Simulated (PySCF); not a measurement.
System: C6H12NP (SMILES CC=P1(N(C)C)C=C1).

The calculation's input:

```
{"job": {"kind": "nmr", "xc": "PBE0", "basis": "pcSseg-1"}, "charge": 0, "multiplicity": 1}
C      2.745249    -0.279900    -1.136757
C      1.373206    -0.726736    -0.730775
P      0.393746     0.148973     0.280584
N     -1.217116    -0.288592     0.109194
C     -2.163515    -0.199055     1.188614
C     -1.785122    -0.553458    -1.192129
C      0.616514     0.937549     1.868069
C      0.789510     1.776235     0.830441
H      2.914931     0.780097    -0.883230
H      2.902150    -0.365683    -2.227186
H      3.558992    -0.852323    -0.652551
H      1.060820    -1.762201    -0.892797
H     -2.919387     0.589008     1.008844
H     -1.649809     0.033552     2.131613
H     -2.698698    -1.156405     1.323374
H     -2.523811     0.220831    -1.475012
H     -2.297930    -1.531683    -1.206194
H     -0.982706    -0.572053    -1.941066
H      0.729677     0.987297     2.957728
H      1.099805     2.815577     0.676975
```

Command:

```sh
OMP_NUM_THREADS=1 python probes_run.py task.json out
```

Geometry: PBE0-D3(BJ)/def2-SVP.

Computed with PBE0/pcSseg-1, SCF density, gas phase, non-relativistic (PySCF 2.14.0).

### Predict the electron density and electron localisation function between the atoms.

C–N (1.44 Å): ρ at the midpoint is about 1.9 e/Å³; the ELF peaks at about 0.90 between the atoms, as expected for localised, covalent bonding.
C–H (1.10 Å): the density is about 1.9 e/Å³ at the midpoint; the ELF climbs to about 1 towards the hydrogen, as it does in any bond to H (a covalent bond by its length).

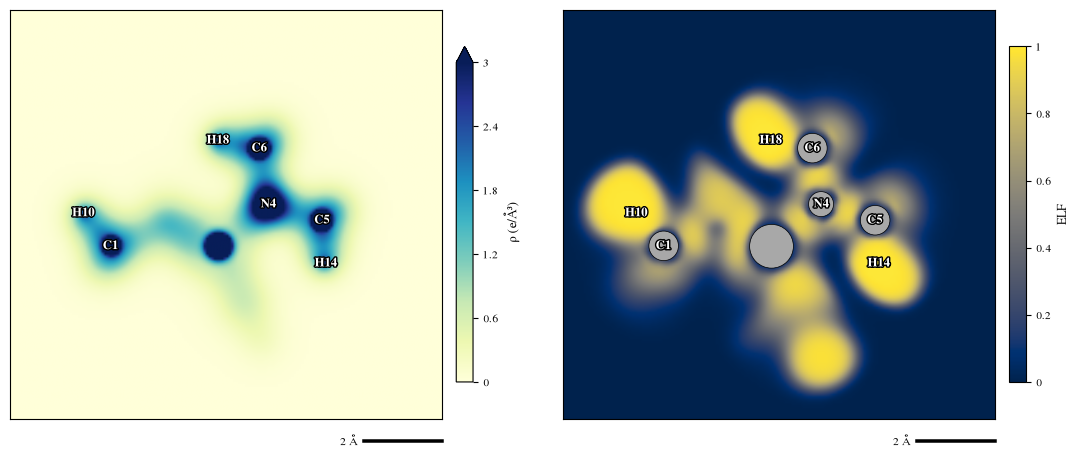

Computed electron density and electron localisation function on the plane of atoms C5, N4 and C6, in this order. Grey discs cover the atomic cores in the ELF map. 
